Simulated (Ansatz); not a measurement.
Consider F2GeH5Si2 (charge +1).

```xyz
10

F    -1.0043    2.2624    0.4045
F     2.5851    2.2011    1.9950
Ge    0.6549    1.8172   -0.6842
Si    1.6745    3.1446    1.0599
Si   -0.5694    3.2655    1.7933
H     0.2022    2.4123   -2.0183
H     0.5961    0.2920   -0.5976
H     2.3919    4.3592    0.6115
H    -0.9584    2.4598    2.9719
H    -1.3236    4.5201    1.5739
```

Geometry: PBE0-D3(BJ)/def2-SVP.

The calculation used Ansatz, isolated molecule in a Gaussian basis; Kohn-Sham density functional theory, functional PBE0.

Question: Predict the electron density and electron localisation function between the atoms.

Answer: Ge–F (2.03 Å): the density is about 0.43 e/Å³ at the midpoint; the ELF peaks at about 0.85 in the valence shell of F, 0.6 Å from its nucleus, and is about 0.15 at the midpoint.
Si–Si (2.36 Å): the density is about 0.65 e/Å³ at the midpoint; the ELF peaks at about 1 between the atoms: a covalent bond.
Si–Ge (2.42 Å): the density is about 0.6 e/Å³ at the midpoint; the ELF peaks at about 0.95 between the atoms; a shared electron pair.
Si–F (1.77 Å): ρ at the midpoint is about 0.7 e/Å³; the ELF peaks at about 0.85 in the valence shell of F, 0.6 Å from its nucleus, and is about 0.50 at the midpoint.

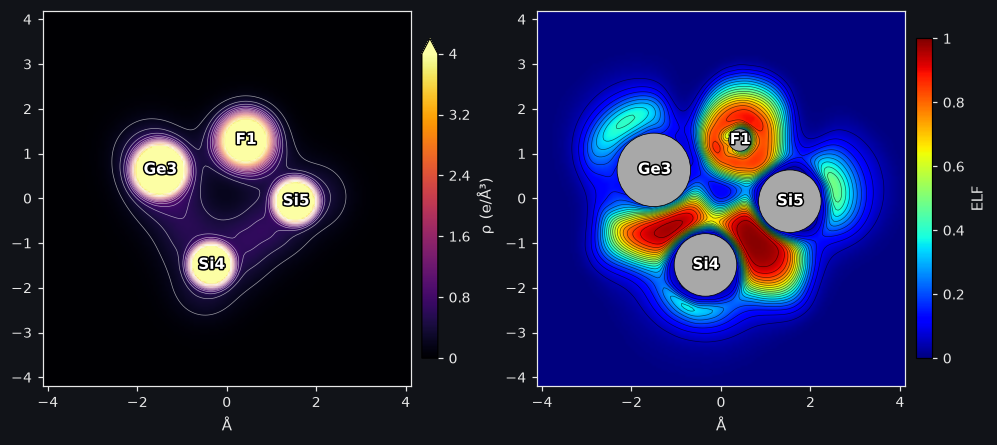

Computed electron density and electron localisation function on the plane of atoms Ge3, F1 and Si5, in this order. Grey discs cover the atomic cores in the ELF map. 
